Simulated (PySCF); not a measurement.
# C6H11O2 (SMILES C=C([CH]O)COCC) (doublet): what the fields show

```yaml
atoms:
  - { symbol: C, position_ang: [-2.6033, -0.7185, 1.2370] }
  - { symbol: C, position_ang: [-1.7129, -0.3465, 0.2607] }
  - { symbol: C, position_ang: [-2.1112, -0.1345, -1.0496] }
  - { symbol: O, position_ang: [-1.3045, 0.2012, -2.0706] }
  - { symbol: C, position_ang: [-0.2700, -0.0980, 0.6512] }
  - { symbol: O, position_ang: [0.6161, -0.5266, -0.3707] }
  - { symbol: C, position_ang: [1.9862, -0.3782, -0.0676] }
  - { symbol: C, position_ang: [2.4886, 1.0588, -0.1870] }
  - { symbol: H, position_ang: [-2.2918, -0.8703, 2.2525] }
  - { symbol: H, position_ang: [-3.6419, -0.8618, 1.0077] }
  - { symbol: H, position_ang: [-3.1465, -0.2330, -1.3365] }
  - { symbol: H, position_ang: [-0.3833, 0.1147, -1.7592] }
  - { symbol: H, position_ang: [-0.0397, -0.6328, 1.5829] }
  - { symbol: H, position_ang: [-0.1384, 0.9797, 0.8404] }
  - { symbol: H, position_ang: [2.1866, -0.7651, 0.9415] }
  - { symbol: H, position_ang: [2.5021, -1.0125, -0.7936] }
  - { symbol: H, position_ang: [3.5620, 1.0800, -0.0216] }
  - { symbol: H, position_ang: [2.0145, 1.7034, 0.5494] }
  - { symbol: H, position_ang: [2.2777, 1.4492, -1.1801] }
```

Geometry: GFN2-xTB.

All numbers below come from UKS B3LYP, pcH-1 on C H O, non-relativistic, mean-field spin-orbit, GIAO in PySCF 2.14.0, density-fitted response routines.

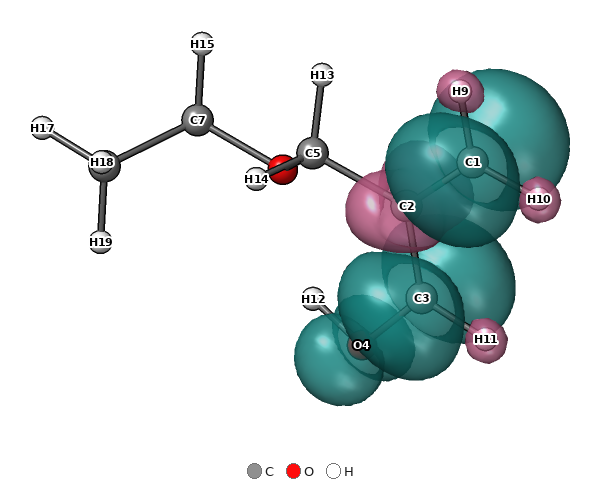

Figure 1. Isosurfaces of the spin density (α minus β) at +0.015 (teal) and −0.015 e/Å³ (pink), seen at a tilt.

Where is the unpaired spin?

The unpaired spin (1 electron) lies mostly on C1 (about 0.4), C3 (about 0.4) and O4 (about 0.1), in electrons by Hirshfeld's partition.

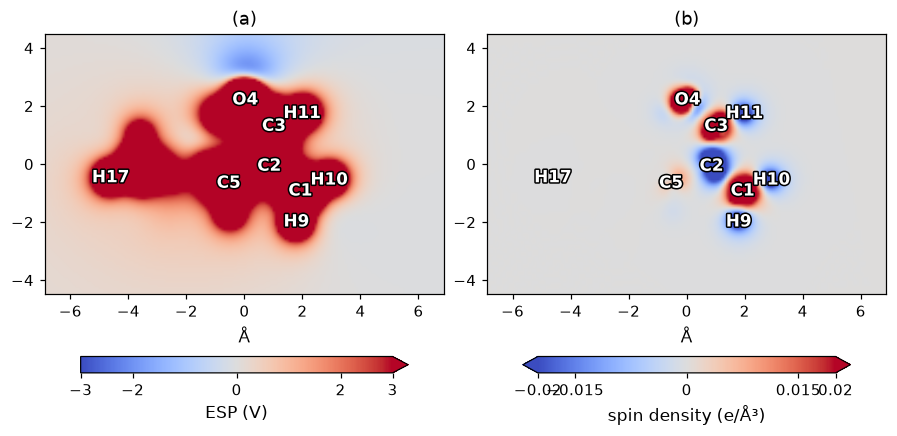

Figure 2. (a) molecular electrostatic potential; (b) spin density (α minus β) on the plane of atoms C3, C2 and C5.

Describe what can be read from this map.

- The plane passes through C, O and H nuclei.
- Outside the dense part of the molecule the potential is most negative (−1.9 V) near O4.

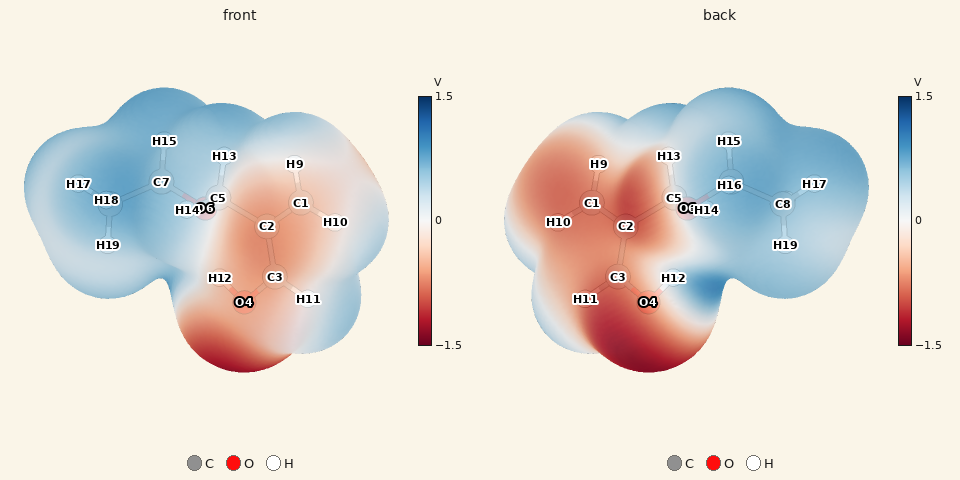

Figure 3. The molecular electrostatic potential painted on the density surface at 0.001 e/bohr³, seen from the front and from behind; the colour scale runs from red (negative) to blue (positive).

Which sites attract a positive test charge, and which a negative one?

A positive charge is drawn to the negative regions and a negative charge to the positive ones. The most negative region (about −1.3 V, or −30 kcal/mol for a unit charge) lies over O4, the most positive (about +0.9 V, or +21 kcal/mol for a unit charge) over H12. O4 is the likeliest acceptor of a hydrogen bond.

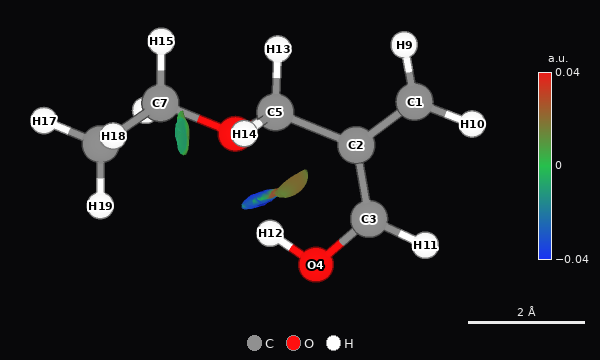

Figure 4. Non-covalent interaction (NCI) plot: the surface where the reduced density gradient is 0.5, for densities under 0.05 a.u., coloured by sign(λ₂)ρ; seen at an oblique angle.

What holds or crowds the atoms apart from the covalent bonds?

- H12···O6 (1.8 Å): a hydrogen bond (blue, attractive)
- Near H12, O6 and O4: mostly steric crowding (olive to red)
- Near H14, H18 and C8: mostly steric crowding (olive to red)
